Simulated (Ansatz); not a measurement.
# F₂H₂SSi₂ + H₂: a complex and its separated parts, part 2 of 2

Ansatz 0.2.0, Gaussian basis.

**13. CAM-B3LYP-D4/def2-TZVPP**

The inputs:

parta/in.yaml

```yaml
crystal:
  periodic: [false, false, false]
  atoms:
    - {symbol: Si, position_ang: [-1.329919, 0.040111, 1.272660]}
    - {symbol: Si, position_ang: [0.043832, -1.013428, -0.119475]}
    - {symbol: S, position_ang: [-0.828319, 0.963042, -0.540435]}
    - {symbol: F, position_ang: [-2.851789, -0.328020, 1.499505]}
    - {symbol: F, position_ang: [-0.886896, 0.772760, 2.603152]}
    - {symbol: H, position_ang: [1.516876, -1.004648, 0.036085]}
    - {symbol: H, position_ang: [-0.401383, -2.081350, -1.044411]}
basis:
  gaussian: {orbitals: def2-TZVPP}
hamiltonian: {xc: {name: CAM-B3LYP}, dispersion: d4}
```

partb/in.yaml

```yaml
crystal:
  periodic: [false, false, false]
  atoms:
    - {symbol: H, position_ang: [2.067622, 1.479131, -1.695677]}
    - {symbol: H, position_ang: [2.670076, 1.172400, -2.011403]}
basis:
  gaussian: {orbitals: def2-TZVPP}
hamiltonian: {xc: {name: CAM-B3LYP}, dispersion: d4}
```

Each run has its own folder and the same command.

Launch:

```console
ansatz run in.yaml --threads 4 --pin off --events-out ev --progress --plain --max-ram 9574MiB
```

Output in parta, cut to the lines that bear on the results:

```text
Functional definition: CAM-B3LYP
  name "CAM-B3LYP"
  cite "Yanai, Tew & Handy, Chem. Phys. Lett. 393, 51 (2004) doi:10.1016/j.cplett.2004.06.011"
  cite "Iikura, Tsuneda, Yanai & Hirao, J. Chem. Phys. 115, 3540 (2001) doi:10.1063/1.1383587"
  cite "Becke, Phys. Rev. A 38, 3098 (1988) doi:10.1103/PhysRevA.38.3098"
  cite "Lee, Yang & Parr, Phys. Rev. B 37, 785 (1988) doi:10.1103/PhysRevB.37.785"
[...]
1308 factors; their error is unknown
267 factors; integrals over basis functions are off by at most 1.5e-5 eV
[...]
mean field -32063.90221730 eV, -1178.3266727923 hartree, gradient 3.2e-5 eV, S^2 0.000000; 0 other end points of the search recorded, 0 dependent functions left out
reference -32063.90233548 eV, -1178.3266771352 hartree; 32, 32 occupied and 184, 184 virtual orbitals, 1308 factors
Total energy: -32064.08963073 eV, -1178.3335601089 hartree
```

Output in partb, cut to the lines that bear on the results:

```text
[... 6 set-up lines as earlier in the session ...]
[...]
  # Exact exchange under (alpha + beta erf(omega r))/r, Becke's under what is left of 1/r.
[...]
118 factors; their error is unknown
42 factors; integrals over basis functions are off by at most 6.3e-5 eV
[...]
mean field -31.88030490 eV, -1.1715795957 hartree, gradient 6.4e-5 eV, S^2 0.000000; 0 other end points of the search recorded, 0 dependent functions left out
reference -31.88037483 eV, -1.1715821659 hartree; 1, 1 occupied and 27, 27 virtual orbitals, 118 factors
Total energy: -31.88188823 eV, -1.1716377820 hartree
```

Times: 2.3 s (parta), 0.1 s (partb) on 4 threads of Arm Neoverse V2, shared host.

**14. wB97X-V/def2-TZVPP**

Each input of step 13 (parta, partb) changes in the same lines:

```diff
-hamiltonian: {xc: {name: CAM-B3LYP}, dispersion: d4}
+hamiltonian: {xc: {name: wB97X-V}}
```

One command serves all of them, each in its own folder.

Launch:

```console
ansatz run in.yaml --threads 4 --pin off --events-out ev --progress --plain --max-ram 9574MiB
```

Output in parta, cut to the lines that bear on the results:

```text
Functional definition: wB97X-V
  name "wB97X-V"
  cite "Mardirossian & Head-Gordon, Phys. Chem. Chem. Phys. 16, 9904 (2014) doi:10.1039/C3CP54374A"
[... 2 set-up lines as earlier in the session ...]
[...]
      + integral(e_c_pw_opposite_spin*poly(b97_u_opposite, cos0, cos1)) + vv10(b, c)
1303 factors; their error is unknown
244 factors; integrals over basis functions are off by at most 1.0e-5 eV
[...]
mean field -32058.51976635 eV, -1178.1288713681 hartree, gradient 1.5e-5 eV, S^2 0.000000; 0 other end points of the search recorded, 0 dependent functions left out
reference -32058.51976441 eV, -1178.1288712969 hartree; 32, 32 occupied and 184, 184 virtual orbitals, 1303 factors
Total energy: -32058.51976441 eV, -1178.1288712969 hartree
```

partb printed, cut to the lines that bear on the results:

```text
[... 5 set-up lines as earlier in the session ...]
[...]
      + integral(e_c_pw_opposite_spin*poly(b97_u_opposite, cos0, cos1)) + vv10(b, c)
118 factors; their error is unknown
42 factors; integrals over basis functions are off by at most 3.0e-5 eV
[...]
mean field -31.90860340 eV, -1.1726195465 hartree, gradient 8.8e-5 eV, S^2 0.000000; 0 other end points of the search recorded, 0 dependent functions left out
reference -31.90860240 eV, -1.1726195098 hartree; 1, 1 occupied and 27, 27 virtual orbitals, 118 factors
Total energy: -31.90860240 eV, -1.1726195098 hartree
```

Times: 6 s (parta), 0.15 s (partb) on 4 threads of Arm Neoverse V2, shared host; peak memory 0.56 GiB.

**15. wB97M-V/def2-TZVPP**

Each input of step 14 (parta, partb) changes in the same lines:

```diff
-hamiltonian: {xc: {name: wB97X-V}}
+hamiltonian: {xc: {name: wB97M-V}}
```

Each run has its own folder and the same command.

Launch:

```console
ansatz run in.yaml --threads 4 --pin off --events-out ev --progress --plain --max-ram 9574MiB
```

Output in parta, cut to the lines that bear on the results:

```text
Functional definition: wB97M-V
  name "wB97M-V"
  cite "Mardirossian & Head-Gordon, J. Chem. Phys. 144, 214110 (2016) doi:10.1063/1.4952647"
[... 2 set-up lines as earlier in the session ...]
  # Of w^i u^j: cxij and so on, Table III.
[...]
  gx(w, u) = 1 - cx + cx01*u + cx10*w
[...]
      + integral(e_c_pw_mod_opposite_spin*gos(b97_w_opposite, b97_u_opposite)) + vv10(b, c)
1303 factors; their error is unknown
244 factors; integrals over basis functions are off by at most 1.0e-5 eV
[...]
mean field -32061.68423782 eV, -1178.2451635497 hartree, gradient 8.5e-5 eV, S^2 0.000000; 0 other end points of the search recorded, 0 dependent functions left out
reference -32061.68428502 eV, -1178.2451652844 hartree; 32, 32 occupied and 184, 184 virtual orbitals, 1303 factors
Total energy: -32061.68428502 eV, -1178.2451652844 hartree
```

Log of partb, cut to the lines that bear on the results:

```text
[... 5 set-up lines as earlier in the session ...]
  # Of w^i u^j: cxij and so on, Table III.
[...]
  gx(w, u) = 1 - cx + cx01*u + cx10*w
[...]
      + integral(e_c_pw_mod_opposite_spin*gos(b97_w_opposite, b97_u_opposite)) + vv10(b, c)
118 factors; their error is unknown
42 factors; integrals over basis functions are off by at most 3.0e-5 eV
[...]
mean field -31.60112219 eV, -1.1613198206 hartree, gradient 7.4e-6 eV, S^2 0.000000; 0 other end points of the search recorded, 0 dependent functions left out
reference -31.60114645 eV, -1.1613207120 hartree; 1, 1 occupied and 27, 27 virtual orbitals, 118 factors
Total energy: -31.60114645 eV, -1.1613207120 hartree
```

Times: 7 s (parta), 0.15 s (partb) on 4 threads of Arm Neoverse V2, shared host; peak memory 0.58 GiB.

**16. B2PLYP/def2-TZVPP**

The same edit goes into each in.yaml of step 15 (parta, partb):

```diff
-hamiltonian: {xc: {name: wB97M-V}}
+hamiltonian: {xc: {name: B2PLYP}}
```

Each run has its own folder and the same command.

Launch:

```console
ansatz run in.yaml --threads 4 --pin off --events-out ev --progress --plain --max-ram 9574MiB
```

parta printed, cut to the lines that bear on the results:

```text
Functional definition: B2PLYP
  name "B2PLYP"
  cite "Grimme, J. Chem. Phys. 124, 034108 (2006) doi:10.1063/1.2148954"
[... 2 set-up lines as earlier in the session ...]
[...]
1304 factors; integrals over basis functions are off by at most 1.0e-3 eV
[...]
mean field -32043.82621243 eV, -1177.5888932214 hartree, gradient 9.4e-6 eV, S^2 0.000000; 0 other end points of the search recorded, 0 dependent functions left out
17 core orbitals not correlated: weight in the atoms' cores, before any rotation towards them, 1.000 or more for the frozen orbitals, at most 0.000 for the correlated occupied ones
reference -32043.82636474 eV, -1177.5888988186 hartree; 15, 15 occupied and 184, 184 virtual orbitals, 1304 factors
second order -29.44132577 eV of doubles, -0.00000000 eV of singles
Total energy: -32051.77552270 eV, -1177.8810249854 hartree
```

Output in partb, cut to the lines that bear on the results:

```text
[... 5 set-up lines as earlier in the session ...]
[...]
145 factors; integrals over basis functions are off by at most 7.3e-4 eV
[...]
mean field -31.55850209 eV, -1.1597535606 hartree, gradient 1.0e-6 eV, S^2 0.000000; 0 other end points of the search recorded, 0 dependent functions left out
reference -31.55859150 eV, -1.1597568465 hartree; 1, 1 occupied and 27, 27 virtual orbitals, 145 factors
second order -1.02365577 eV of doubles, -0.00000000 eV of singles
Total energy: -31.83497856 eV, -1.1699138835 hartree
```

Times: 3.9 s (parta), 0.1 s (partb) on 4 threads of Arm Neoverse V2, shared host.

**17. PBE-QIDH/def2-TZVPP**

The same edit goes into each in.yaml of step 16 (parta, partb):

```diff
-hamiltonian: {xc: {name: B2PLYP}}
+hamiltonian: {xc: {name: PBE-QIDH}}
```

Each run has its own folder and the same command.

Launch:

```console
ansatz run in.yaml --threads 4 --pin off --events-out ev --progress --plain --max-ram 9574MiB
```

parta printed, cut to the lines that bear on the results:

```text
Functional definition: PBE-QIDH
  name "PBE-QIDH"
  cite "Brémond, Sancho-García, Pérez-Jiménez & Adamo, J. Chem. Phys. 141, 031101 (2014) doi:10.1063/1.4890314"
[... 1 set-up line as earlier in the session ...]
[...]
1304 factors; integrals over basis functions are off by at most 1.0e-3 eV
[...]
mean field -32032.35084924 eV, -1177.1671814025 hartree, gradient 7.7e-6 eV, S^2 0.000000; 0 other end points of the search recorded, 0 dependent functions left out
17 core orbitals not correlated: weight in the atoms' cores, before any rotation towards them, 1.000 or more for the frozen orbitals, at most 0.000 for the correlated occupied ones
reference -32032.35086064 eV, -1177.1671818214 hartree; 15, 15 occupied and 184, 184 virtual orbitals, 1304 factors
second order -27.37696633 eV of doubles, -0.00000000 eV of singles
Total energy: -32041.47651609 eV, -1177.5025434734 hartree
```

partb printed, cut to the lines that bear on the results:

```text
[... 4 set-up lines as earlier in the session ...]
[...]
145 factors; integrals over basis functions are off by at most 7.3e-4 eV
[...]
mean field -31.52726218 eV, -1.1586055152 hartree, gradient 1.4e-6 eV, S^2 0.000000; 0 other end points of the search recorded, 0 dependent functions left out
reference -31.52726860 eV, -1.1586057511 hartree; 1, 1 occupied and 27, 27 virtual orbitals, 145 factors
second order -0.95919944 eV of doubles, -0.00000000 eV of singles
Total energy: -31.84700175 eV, -1.1703557275 hartree
```

Times: 4.1 s (parta), 0.1 s (partb) on 4 threads of Arm Neoverse V2, shared host.

**18. RPA on PBE/def2-TZVPP**

Each input of step 17 (parta, partb) changes in the same lines:

```diff
-hamiltonian: {xc: {name: PBE-QIDH}}
+hamiltonian: {xc: pbe}
+correlation: {method: rpa}
```

The same command starts each run, in its folder.

Launch:

```console
ansatz run in.yaml --threads 4 --pin off --events-out ev --progress --plain --max-ram 9574MiB
```

parta printed, cut to the lines that bear on the results:

```text
[... 4 set-up lines as earlier in the session ...]
[...]
1304 factors; integrals over basis functions are off by at most 1.0e-3 eV
[...]
mean field -32046.68050906 eV, -1177.6937866878 hartree, gradient 3.2e-6 eV, S^2 0.000000; 0 other end points of the search recorded, 0 dependent functions left out
17 core orbitals not correlated: weight in the atoms' cores, before any rotation towards them, 1.000 or more for the frozen orbitals, at most 0.000 for the correlated occupied ones
reference -31991.11099172 eV, -1175.6516445919 hartree; 15, 15 occupied and 184, 184 virtual orbitals, 1304 factors
Total energy: -32029.98490042 eV, -1177.0802343867 hartree
```

partb printed, cut to the lines that bear on the results:

```text
[... 4 set-up lines as earlier in the session ...]
[...]
145 factors; integrals over basis functions are off by at most 7.3e-4 eV
[...]
mean field -31.73221150 eV, -1.1661372637 hartree, gradient 1.4e-6 eV, S^2 0.000000; 0 other end points of the search recorded, 0 dependent functions left out
reference -30.80641706 eV, -1.1321149456 hartree; 1, 1 occupied and 27, 27 virtual orbitals, 145 factors
Total energy: -32.86230699 eV, -1.2076675069 hartree
```

Times: 3.5 s (parta), 0.1 s (partb) on 4 threads of Arm Neoverse V2, shared host.

**19. CCSD(T)/def2-TZVPP**

The same edit goes into each in.yaml of step 18 (parta, partb):

```diff
-hamiltonian: {xc: pbe}
-correlation: {method: rpa}
+correlation: {method: ccsd_t}
```

The same command starts each run, in its folder.

Launch:

```console
ansatz run in.yaml --threads 4 --pin off --events-out ev --progress --plain --max-ram 9574MiB
```

Log of parta, cut to the lines that bear on the results:

```text
Functional definition: HF
  name "HF"
  cite "Fock, Z. Phys. 61, 126 (1930) doi:10.1007/BF01340294"
[... 1 set-up line as earlier in the session ...]
[...]
1304 factors; integrals over basis functions are off by at most 1.0e-3 eV
[...]
mean field -31993.10293728 eV, -1175.7248472409 hartree, gradient 6.7e-6 eV, S^2 0.000000; 0 other end points of the search recorded, 0 dependent functions left out
17 core orbitals not correlated: weight in the atoms' cores, before any rotation towards them, 1.000 or more for the frozen orbitals, at most 0.000 for the correlated occupied ones
reference -31993.10293728 eV, -1175.7248472409 hartree; 15, 15 occupied and 184, 184 virtual orbitals, 1304 factors
second order -24.36343102 eV of doubles, -0.00000000 eV of singles
cycle   1  -24.55569081 eV  change   -1.9e-1 eV  update   1.1e-1
[...]
cycle  10  -25.23229411 eV  change   -1.7e-5 eV  update   1.3e-5
perturbative correction -0.96313656 eV, -0.0353946157 hartree
Total energy: -32019.29836795 eV, -1176.6875115622 hartree
```

Output in partb, cut to the lines that bear on the results:

```text
[... 4 set-up lines as earlier in the session ...]
[...]
145 factors; integrals over basis functions are off by at most 7.3e-4 eV
[...]
mean field -30.82771986 eV, -1.1328978090 hartree, gradient 4.2e-7 eV, S^2 0.000000; 0 other end points of the search recorded, 0 dependent functions left out
reference -30.82771986 eV, -1.1328978090 hartree; 1, 1 occupied and 27, 27 virtual orbitals, 145 factors
second order -0.86257135 eV of doubles, -0.00000000 eV of singles
cycle   1  -1.00722388 eV  change   -1.4e-1 eV  update   2.6e-2
[...]
cycle   7  -1.07306816 eV  change    6.9e-7 eV  update   4.1e-7
perturbative correction -0.00000000 eV, -0.0000000000 hartree
Total energy: -31.90078802 eV, -1.1723323365 hartree
```

Times: 70 s (parta), 0.1 s (partb) on 4 threads of Arm Neoverse V2, shared host; peak memory 3 GiB.

**20. Vibrations of F₂H₂SSi₂**

Contents of vib-parta/in.yaml:

```yaml
crystal:
  periodic: [false, false, false]
  atoms:
    - {symbol: Si, position_ang: [-1.329919, 0.040111, 1.272660]}
    - {symbol: Si, position_ang: [0.043832, -1.013428, -0.119475]}
    - {symbol: S, position_ang: [-0.828319, 0.963042, -0.540435]}
    - {symbol: F, position_ang: [-2.851789, -0.328020, 1.499505]}
    - {symbol: F, position_ang: [-0.886896, 0.772760, 2.603152]}
    - {symbol: H, position_ang: [1.516876, -1.004648, 0.036085]}
    - {symbol: H, position_ang: [-0.401383, -2.081350, -1.044411]}
basis:
  gaussian: {orbitals: def2-TZVP}
hamiltonian: {xc: pbe0, dispersion: d4}
phonons: {temperatures: {t_min: 298.15, t_max: 900, t_step: 200}}
```

Launch:

```console
ansatz run in.yaml --threads 4 --pin off --events-out ev --progress --plain --max-ram 9574MiB
```

Output, cut to the lines that bear on the results:

```text
[... 5 set-up lines as earlier in the session ...]
[...]
1207 factors; their error is unknown
[...]
mean field -32049.01050379 eV, -1177.7794124146 hartree, gradient 4.5e-5 eV, S^2 0.000000; 0 other end points of the search recorded, 0 dependent functions left out
[...]
Atom 4 at    -0.886896     0.772760     2.603152 Å, force    -0.001413     0.000450     0.000750 eV/Å
Atom 5 at     1.516876    -1.004648     0.036085 Å, force     0.001103     0.000916    -0.000653 eV/Å
Atom 6 at    -0.401383    -2.081350    -1.044411 Å, force    -0.001174     0.000261    -0.000488 eV/Å
Dipole moment:     0.257119    -0.306526    -0.152194 e Å
Vibrations: 138.84 205.27 257.82 286.76 391.25 478.30 481.30 562.55 576.06 706.83 917.83 954.12 954.60 2238.89 2256.63 cm⁻¹, zero-point energy 0.707147 eV
```

It took 79 s on 4 threads of Arm Neoverse V2, shared host.

The modes, with what each moves most:

| mode | wavenumber (cm⁻¹) | character |
| --- | --- | --- |
| 1 | 139 | bend |
| 2 | 205 | bend |
| 3 | 258 | bend |
| 4 | 287 | bend |
| 5 | 391 | Si–S stretch with bend |
| 6 | 478 | bend |
| 7 | 481 | bend with Si–Si stretch |
| 8 | 563 | Si–S stretch |
| 9 | 576 | bend |
| 10 | 707 | bend |
| 11 | 918 | Si–F stretch with bend |
| 12 | 954 | bend with Si–F stretch |
| 13 | 955 | Si–F stretch |
| 14 | 2239 | Si–H stretch |
| 15 | 2257 | Si–H stretch |

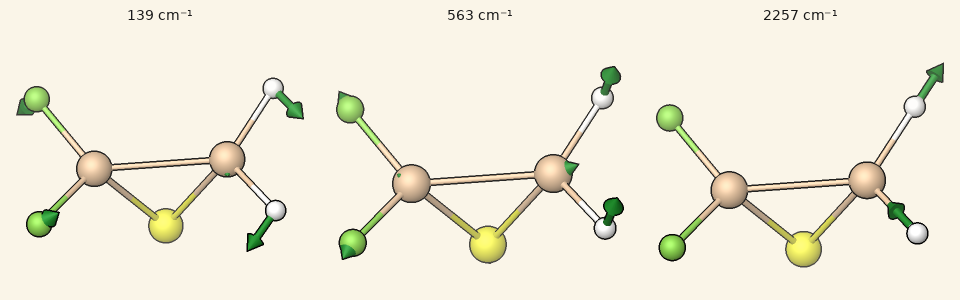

Displacements of 3 modes, as arrows.

Vibrational sums (real modes only):

| T (K) | entropy (J/mol/K) | heat capacity (J/mol/K) |
| --- | --- | --- |
| 298 | 50.9 | 65.4 |
| 498 | 90.5 | 88.0 |
| 698 | 122.2 | 99.6 |
| 898 | 148.3 | 106.7 |

**21. Vibrations of H₂**

Contents of vib-partb/in.yaml:

```yaml
crystal:
  periodic: [false, false, false]
  atoms:
    - {symbol: H, position_ang: [2.067622, 1.479131, -1.695677]}
    - {symbol: H, position_ang: [2.670076, 1.172400, -2.011403]}
basis:
  gaussian: {orbitals: def2-TZVP}
hamiltonian: {xc: pbe0, dispersion: d4}
phonons: {temperatures: {t_min: 298.15, t_max: 900, t_step: 200}}
```

Launch:

```console
ansatz run in.yaml --threads 4 --pin off --events-out ev --progress --plain --max-ram 9574MiB
```

Output, cut to the lines that bear on the results:

```text
[... 5 set-up lines as earlier in the session ...]
[...]
88 factors; their error is unknown
[...]
mean field -31.78865275 eV, -1.1682114413 hartree, gradient 1.7e-5 eV, S^2 0.000000; 0 other end points of the search recorded, 0 dependent functions left out
[...]
reference -31.78855385 eV, -1.1682078070 hartree; 1, 1 occupied and 11, 11 virtual orbitals, 88 factors
Total energy: -31.79027515 eV, -1.1682710637 hartree
Atom 0 at     2.067622     1.479131    -1.695677 Å, force     0.000538    -0.000274    -0.000282 eV/Å
Atom 1 at     2.670076     1.172400    -2.011403 Å, force    -0.000538     0.000274     0.000282 eV/Å
Dipole moment:    -0.000000     0.000000     0.000000 e Å
Vibrations: 4414.81 cm⁻¹, zero-point energy 0.273683 eV
```

It took 0.2 s on 4 threads of Arm Neoverse V2, shared host.

Wavenumbers and character of the modes:

| mode | wavenumber (cm⁻¹) | character |
| --- | --- | --- |
| 1 | 4415 | H–H stretch |

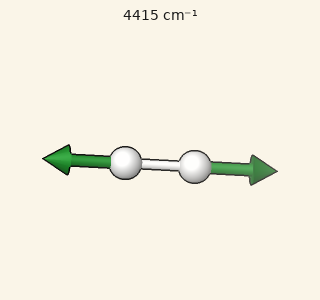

Displacements of 1 modes, as arrows.

Vibrational sums (real modes only):

| T (K) | entropy (J/mol/K) | heat capacity (J/mol/K) |
| --- | --- | --- |
| 298 | 0.0 | 0.0 |
| 498 | 0.0 | 0.0 |
| 698 | 0.0 | 0.1 |
| 898 | 0.1 | 0.4 |

**22. Complex less separated parts**

The complex's own energies come from single points at the same levels.

Rows are in def2-TZVPP; times add the 3 runs of a level on a shared host, so small differences are noise.

Differences are taken before rounding.

| method | rung | complex less parts (kcal/mol) | from CCSD(T) (kcal/mol) | time |
| --- | --- | --- | --- | --- |
| SPW92 | LDA | -1.36 | -0.92 | 2.2 s |
| PBE-D4 | GGA | -0.90 | -0.46 | 3.7 s |
| BLYP-D4 | GGA | -0.53 | -0.09 | 3.6 s |
| r2SCAN-D4 | meta-GGA | -0.41 | +0.03 | 7.6 s |
| B97M-V | meta-GGA | -0.62 | -0.18 | 16 s |
| PBE0-D4 | hybrid | -0.78 | -0.34 | 5.6 s |
| B3LYP-D4 | hybrid | -0.61 | -0.17 | 4.9 s |
| r2SCAN0-D4 | hybrid | -0.51 | -0.07 | 9.1 s |
| BHLYP-D4 | hybrid | -0.66 | -0.22 | 5 s |
| CAM-B3LYP-D4 | range-separated hybrid | -0.67 | -0.22 | 5.7 s |
| wB97X-V | range-separated hybrid | -0.64 | -0.20 | 14 s |
| wB97M-V | range-separated hybrid | -0.60 | -0.16 | 16 s |
| B2PLYP | double hybrid | -0.13 | +0.31 | 9 s |
| PBE-QIDH | double hybrid | -0.36 | +0.08 | 9.7 s |
| RPA on PBE | RPA | -0.21 | +0.23 | 8.3 s |
| Hartree-Fock | wavefunction | 0.32 | +0.76 |  |
| MP2 | wavefunction | -0.48 | -0.04 |  |
| CCSD | wavefunction | -0.35 | +0.10 |  |
| CCSD(T) | wavefunction | -0.44 | 0 | 3.4 min |

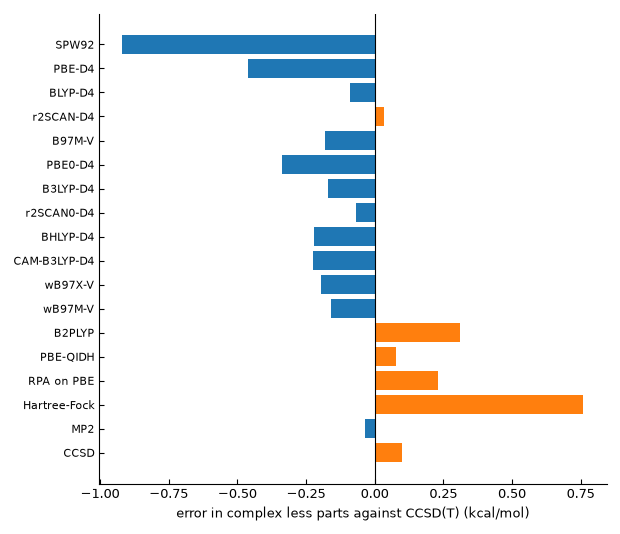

How far each level lands from CCSD(T).

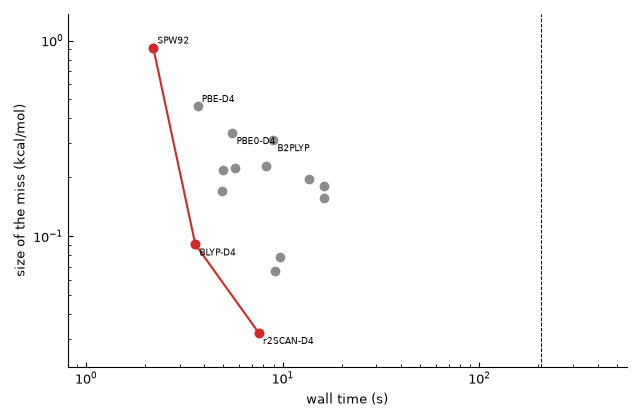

Accuracy for the time spent; red marks the levels that beat every quicker one drawn (of those quicker than the yardstick), and the dashed line is the time of CCSD(T). Only those levels and the largest misses are named. Times are from a shared host.

For cost: r2SCAN-D4 gets within 0.03 kcal/mol in 7.6 s, where CCSD(T) took 3.4 min; the quickest level in the cost chart, SPW92, takes 2.2 s and misses by 0.92 kcal/mol.

The complex's zero-point energy, from a separate PBE0-D4 run, is 1.012 eV.

**23. Summary of results**

The summary covers parts 1 to 2.

| quantity | value |
| --- | --- |
| complex less parts, CCSD(T)/def2-TZVPP | -0.44 kcal/mol |
| with zero-point energy | +0.27 kcal/mol |
| largest T1 diagnostic | 0.014 |

At CCSD(T) the complex lies 0.44 kcal/mol below its parts. Among the functionals r2SCAN-D4 lands nearest to CCSD(T) (+0.03 kcal/mol) and SPW92 farthest (-0.92 kcal/mol). Mean unsigned error by rung: LDA 0.92, GGA 0.28, meta-GGA 0.11, hybrid 0.20, range-separated hybrid 0.19, double hybrid 0.19 kcal/mol. The double hybrids carry no dispersion term here, unlike the levels marked D4 or V. PBE-D4 gives a relative energy 0.46 kcal/mol too low, an error of 104 % of the reference. The complex's frequency run has imaginary modes: the structure is no minimum, so both the energy and the zero-point correction are in doubt. No counterpoise was applied, and triple zeta lacks some correlation, so the CCSD(T) reference has a basis error of its own, and close matches with it are partly luck.
